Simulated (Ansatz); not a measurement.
The relaxed structure here is a generated cell of ZrSe2: the first start was made by placing the elements on the sites of a structure type, and the end was not matched to a known phase here, so it may be hypothetical. Known forms of ZrSe2 include space group No. 164.

A relaxed structure of ZrSe$_{2}$. Space group Pnnm (No. 58), AFLOW prototype AB2_oP6_58_a_g (as in Fe2C). Calculation: PBEsol (plane waves to 420 eV, PAW, scalar-relativistic; Ansatz, a quantum-chemistry and plane-wave program).

Space group Pnnm (No. 58); a = 5.911 Å, b = 6.671 Å, c = 3.748 Å, α = β = γ = 90.00°

```csv
atom,site,symmetry,x,y,z
Zr,2a,..2/m,0.0000,0.0000,0.0000
Se,4g,..m,0.2388,0.3464,0.0000
```

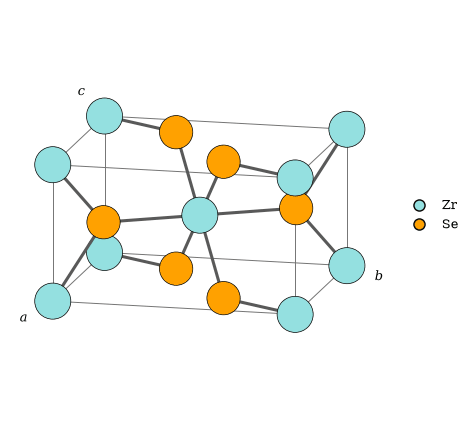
*The conventional cell of the relaxed structure*

For ZrSe2, the volume per atom is 24.63 Å³ and the band gap is no clear gap: the sampled points leave 0.05 eV away from the symmetry points, which may be a band crossing missed between them. The shortest distances comes out as Se–Zr 2.64 Å; Se–Se 3.49 Å and the k-mesh is 6×5×9.

Band energies at high-symmetry points (eV from the VBM; labels of this space group; no spin-orbit coupling), from −5 eV up to 3.0 eV:

| point | energies |
|---|---|
| Γ | -4.48 -4.28 -3.23 -2.78 -2.70 -2.44 -1.51 -1.38 -0.21 -0.16 -0.12 0.14 0.53 1.11 1.16 1.33 2.29 |
| X | -4.77 -4.77 -2.99 -2.99 -2.87 -2.87 -2.79 -2.79 -1.02 -1.02 -0.64 -0.64 0.57 0.57 1.85 1.85 2.29 2.29 |
| S | -4.92 -4.92 -2.93 -2.93 -2.86 -2.86 -2.04 -2.04 -1.42 -1.42 -0.71 -0.71 0.07 0.07 1.24 1.24 2.78 2.78 |
| Y | -4.48 -4.48 -3.50 -3.50 -2.94 -2.94 -2.70 -2.70 -1.19 -1.19 -0.71 -0.71 0.64 0.64 1.89 1.89 2.32 2.32 |
| Z | -4.25 -4.25 -3.61 -3.61 -3.54 -3.54 -2.78 -2.78 -2.55 -2.55 -1.42 -1.42 1.33 1.33 2.44 2.44 2.47 2.47 |
| U | -4.57 -4.57 -3.73 -3.73 -3.62 -3.62 -2.59 -2.59 -2.44 -2.44 -0.33 -0.33 0.61 0.61 1.67 1.67 2.52 2.52 |
| R | -4.61 -4.61 -4.31 -4.31 -3.09 -3.09 -2.89 -2.89 -1.23 -1.23 -1.08 -1.08 1.34 1.34 1.35 1.35 2.52 2.52 |
| T | -4.88 -4.88 -3.64 -3.64 -3.01 -3.01 -2.60 -2.60 -1.74 -1.74 -1.70 -1.70 0.17 0.17 2.32 2.32 2.67 2.67 |

No spin polarisation in the result.

The run could not lose the symmetry of its start; a randomly shaken copy of 12 atoms returns to this structure.
